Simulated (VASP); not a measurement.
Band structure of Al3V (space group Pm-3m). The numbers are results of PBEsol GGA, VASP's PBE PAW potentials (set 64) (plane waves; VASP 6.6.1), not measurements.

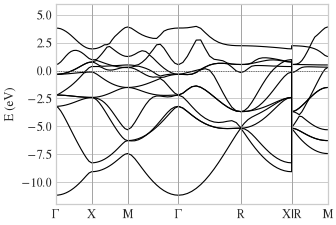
Fig. 1. Bands along high-symmetry lines, zero at the valence-band maximum or, without a gap, the Fermi level

Q: Read the plot: is there a gap, and where are the band edges?

A: It has no gap at this level: it comes out as a metal or semimetal. (Edges off the drawn lines would not show.)

The structure comes from a computed database's Al3V entry (Pm-3m); how it stands against other phases isn't given here. It was relaxed first. The run is not spin-polarised, so no magnetic state was tried.
